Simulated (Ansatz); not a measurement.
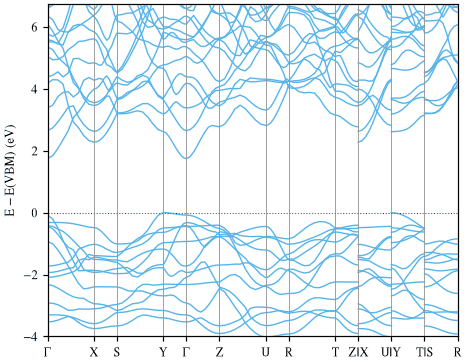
*Band structure from plane-wave PAW PBEsol (Ansatz code)*

Read off the gap and where the band edges lie.

About 1.7 eV (1.75 eV by a search for the band edges); maximum at Y, minimum at Γ.

The material is Mg$_{4}$Te$_{3}$S in space group Pmm2 (No. 25; Pearson symbol oP8).

The workflow started from a Materials Project entry (that database holds measured and hypothetical structures alike); the Crystallography Open Database copy checked does not list it. Whether it is the stable phase at ambient conditions was not checked. Symmetry was held in the PBEsol relaxation; of distortions, only those at the zone centre were tested. Scalar-relativistic: spin–orbit coupling is off unless named, which matters more the heavier the elements.

Potentials: the later of the program's two PAW sets.
